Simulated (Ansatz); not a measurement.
## SiO2 (alpha-cristobalite type, space group P4_12_12), frozen-phonon scan

Starting cell, SiO2 (alpha-cristobalite type, space group P4_12_12):

```
SiO2
1.0
    5.08475     0.00000     0.00000
    0.00000     5.08475     0.00000
    0.00000     0.00000     7.10083
Si O
4 8
Direct
  0.29375   0.29375   0.50000
  0.79375   0.20625   0.25000
  0.20625   0.79375   0.75000
  0.70625   0.70625   0.00000
  0.24122   0.09325   0.67415
  0.74122   0.40675   0.07585
  0.25878   0.59325   0.57585
  0.75878   0.90675   0.17415
  0.90675   0.75878   0.82585
  0.40675   0.74122   0.92415
  0.59325   0.25878   0.42415
  0.09325   0.24122   0.32585
```

The atoms are displaced by Q × the pattern below (from a DFPT mode at Γ, largest move 1; Q in Å), at fixed cell.

| atom | x | y | z |
|---|---|---|---|
| Si1 | 0.227 | -0.227 | -0.947 |
| Si2 | 0.227 | 0.227 | 0.947 |
| Si3 | -0.227 | -0.227 | 0.947 |
| Si4 | -0.227 | 0.227 | -0.947 |
| O5 | -0.026 | 0.186 | 0.206 |
| O6 | -0.026 | -0.186 | -0.206 |
| O7 | 0.026 | 0.186 | -0.206 |
| O8 | 0.026 | -0.186 | 0.206 |
| O9 | 0.186 | -0.026 | 0.206 |
| O10 | 0.186 | 0.026 | -0.206 |
| O11 | -0.186 | -0.026 | -0.206 |
| O12 | -0.186 | 0.026 | 0.206 |

Method: PBE (plane waves to 420 eV, PAW, scalar-relativistic; Ansatz, a quantum-chemistry and plane-wave program). k mesh 5×5×4 (Γ-centred), Fermi-Dirac smearing 0.05 eV. E stands for the smeared free energy. SiO2 was relaxed with its symmetry unable to fall. ΔE is measured from the undisplaced structure.

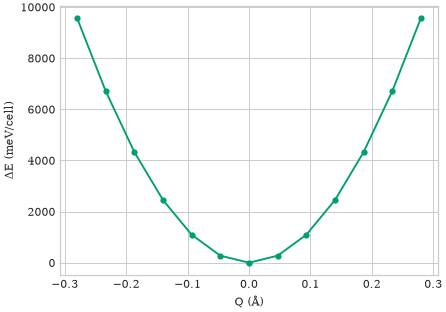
*ΔE (meV/cell) against Q (Å); markers are the computed points, lines only join them.*

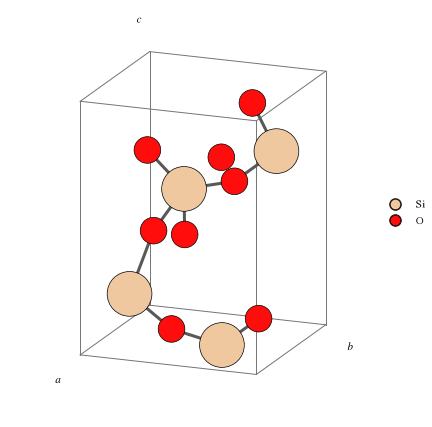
Figure: The cell of the calculation at Q = -0.280 Å.

The energy at Q = 0.280 Å is 9575 meV/cell. Harmonic wavenumber from the curvature (finite differences): 748 cm⁻¹. Space group of the distorted cell: P2_12_12_1 (No. 19), lowered from P4_12_12. Shape of the curve: a single well with its minimum at or next to zero displacement. Symmetry of the curve: even: the same for both signs.

E″ = 251.69 eV/Å², M = Σ mᵢ|uᵢ|² = 122.3 u, ν̃ = 521.5·√(|E″|/M).

(A displaced cell: forces are minus the slopes of the energy, force constants its curvatures, and phonons follow from these.)
